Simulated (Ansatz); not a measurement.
# F2Ge (quintet): what the fields show

Input file:

```
crystal:
  periodic: [false, false, false]
  atoms:
    - {symbol: Ge, position_ang: [0.382589, -0.884693, 0.626632]}
    - {symbol: F, position_ang: [-0.660302, 0.780309, 0.450165]}
    - {symbol: F, position_ang: [0.277712, 0.104394, -1.076807]}
basis:
  gaussian: {orbitals: def2-TZVP, initial_orbitals: start.molden}
magnetization: {spin_polarized: true, initial_magnetization: 4}
hamiltonian: {xc: pbe0, dispersion: d4}
output: {orbitals: {seedname: orbitals}}
```

Launched as:

```sh
ansatz run in.yaml --threads 4 --pin off --events-out ev --progress --plain --max-ram 3916MiB
```

Geometry: PBE0-D4/def2-TZVP.

Level of theory: Ansatz 0.2.0, UKS PBE0-D4/def2-TZVP.

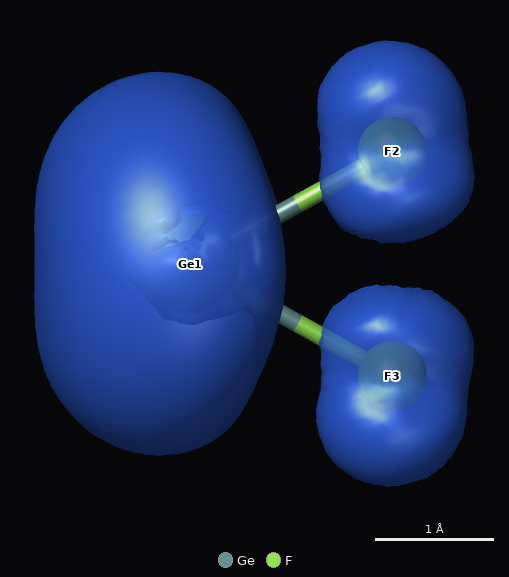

Figure 1. Isosurfaces of the spin density at +0.06 (blue) and −0.06 e/Å³ (red), seen across its widest extent.

Where is the unpaired spin?

Answer. The unpaired spin (4 electrons) lies mostly on Ge1 (about 2.6), F2 (about 0.7) and F3 (about 0.7), in electrons by Hirshfeld's partition.

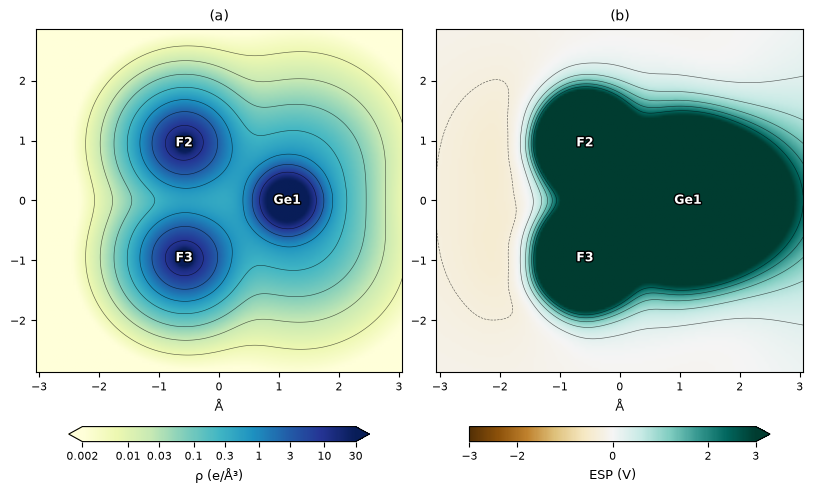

Figure 2. (a) electron density; (b) molecular electrostatic potential on the molecular plane.

Interpret the plot.

Answer. The section cuts through Ge and F sites.
Ge–F (1.97 Å): ρ at the midpoint is about 0.55 e/Å³.
Outside the dense part of the molecule the potential is most negative (−0.4 V) near F2 and F3.

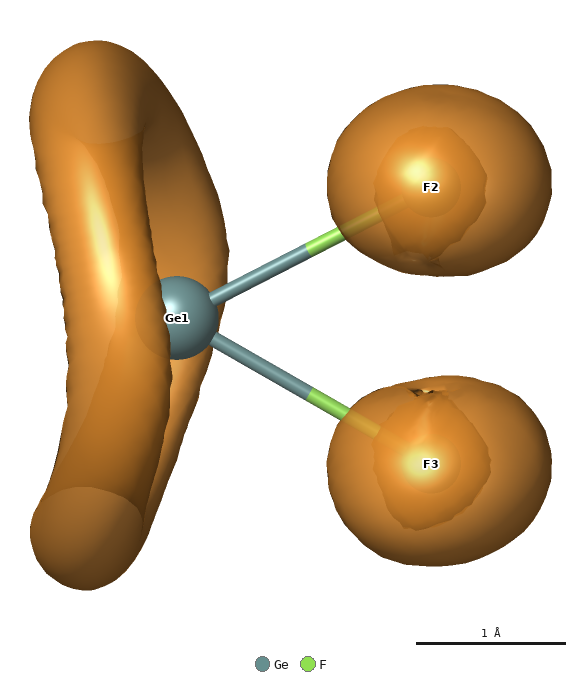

Figure 3. Isosurface of the electron localisation function at 0.75 (orange), seen at a tilt. Only the valence region is drawn (cores and ρ < 0.01 e/Å³ removed).

Describe the localisation domains.

Answer. At this value the surface marks out two regions wrapped around F (the valence shell of each) and one region wrapped around Ge (its valence shell). Profiles from the grid: Ge–F (1.97 Å): the ELF is about 0.20 at the midpoint.
